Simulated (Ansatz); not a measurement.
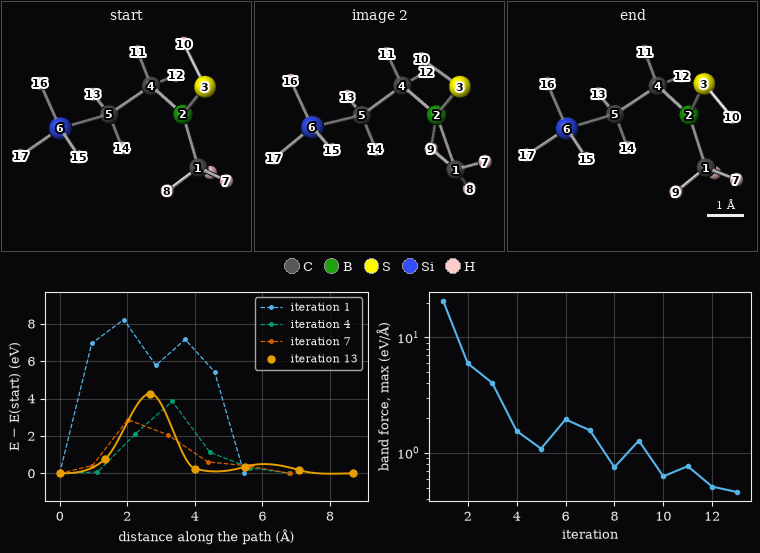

A search for the minimum-energy path of C$_{3}$H$_{11}$BSSi by the nudged elastic band. Images are numbered from 0 (start) to 6 (end). The plot follows the band through its iterations. The picture is a ball-and-stick view, seen at a tilt.

These are results of RKS B3LYP-D4/6-31G* in Ansatz, not measurements. Run with 5 movable images; climbing image; force threshold 0.5 eV/Å; iteration limit 40; starting path through a guess of the saddle point.

Q: How did the profile develop, and is the result final?

A: The run is converged, with reservations. The band converged in 13 iterations. The largest component of the band force went from 21 to 0.46 eV/Å. The climbing image converged on the top of the path. Its curvatures weren't checked. The force threshold is loose. The first iteration put the highest image at 8.23 eV. The two ends have nearly the same energy, and the highest point, image 2, lies 4.27 eV above the start.

Cost: 6.5 min on 2 threads of Arm Neoverse V1 (shared host), peak memory 0.32 GiB.
